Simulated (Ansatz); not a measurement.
**A small benchmark: atomisation enthalpy at 298 K**

6 molecules holding an element past argon; the atomisation enthalpy at 298 K in kJ/mol, computed less measured. Shapes, held fixed at every level: PBE0-D4/def2-TZVP. Thermal terms are harmonic and unscaled (PBE0-D4/def2-TZVP); the spin-orbit lowering of the free atoms is taken from their spectra. Programs: Ansatz 0.2.0. Measured values: Active Thermochemical Tables, CRC Handbook of Chemistry and Physics.

Levels: A = wB97M-V/def2-TZVPP; B = B2PLYP/def2-TZVPP; C = CCSD(T)/def2-SVP.

```csv
molecule,from tabulated heats,A,B,C
HI (hydrogen iodide),298,-13,-11,-31
CH2I2 (diiodomethane),1247,-19,-25,-111
CH3Br (bromomethane),1519,-6,-19,-86
CHBr2Cl (chlorodibromomethane),1283,-15,-43,-134
GeCl4 (germanium tetrachloride),1353,+24,-29,-129
C2H3BrO (acetyl bromide),2639,-3,-28,-140
```

Question: Sum up the errors.

Answer: 
| level | kind | mean error | mean absolute error | worst case |
| --- | --- | --- | --- | --- |
| wB97M-V/def2-TZVPP | range-separated hybrid | -5.3 | 13.3 | GeCl4 |
| B2PLYP/def2-TZVPP | double hybrid | -25.8 | 25.8 | CHBr2Cl |
| CCSD(T)/def2-SVP | coupled cluster or CI | -105.2 | 105.2 | C2H3BrO |

On this set wB97M-V/def2-TZVPP has the smallest mean absolute error and CCSD(T)/def2-SVP the largest. wB97M-V/def2-TZVPP is too low in 5 of 6; B2PLYP/def2-TZVPP is too low in 6 of 6; CCSD(T)/def2-SVP is too low in 6 of 6. The heats of GeCl4, C2H3BrO come from older tables and can be uncertain by 10 kJ/mol or more. The molecules' own spin-orbit binding is left out, so errors for heavy halides read too negative. Heats of the atoms come from ATcT where it has them. The levels differ in basis as well as in method. With so many references in doubt the order of the levels isn't settled. The tabulated value of CH2I2 is in doubt (older tables, estimates, or at odds with other calculations) and kept here. Over the 5 molecules whose values aren't doubted the mean absolute errors are A 12.2; B 26.0; C 104.0. Correlated wave functions converge slowly with the basis. For atoms past krypton def2 sets carry core potentials with scalar relativity. Relativity is left out for Br, Ge. Outer-core shells of Br, Ge, I are correlated, in sets that cover them unevenly. The set is small.

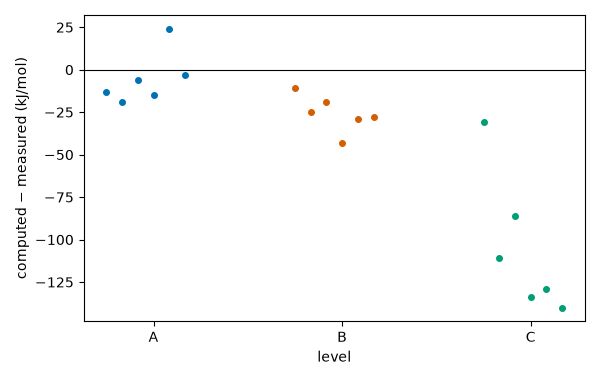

Errors of each level, one point a molecule.
